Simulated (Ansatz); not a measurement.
The figure comes from a scan of Cs$_{2}$LiYCl$_{6}$ (space group Fm-3m): the cell is scaled evenly about its relaxed volume V₀. Level of theory: r2SCAN (plane waves to 500 eV, PAW, scalar-relativistic; Ansatz, an electronic-structure program). k mesh 6×6×6 (Γ-centred), Fermi-Dirac smearing 0.05 eV. Energies are smeared free energies. Cs2LiYCl6 is run without spin polarisation. Cs2LiYCl6 was relaxed with its symmetry unable to fall. ΔE is measured from the relaxed starting cell.

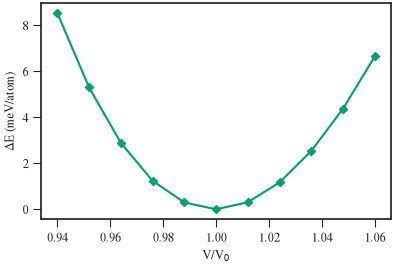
*ΔE (meV/atom) against V/V₀; one marker a computed point.*

Q: Turn the plot into a table (rounded to what can be read).

A: To the nearest 0.2:

```csv
V/V₀,ΔE (meV/atom)
0.940,8.6
0.952,5.4
0.964,2.8
0.976,1.2
0.988,0.2
1.000,0.0
1.012,0.4
1.024,1.2
1.036,2.6
1.048,4.4
1.060,6.6
```

(Under strain, the slope of the energy per volume gives the stress and its curvature an elastic modulus.)
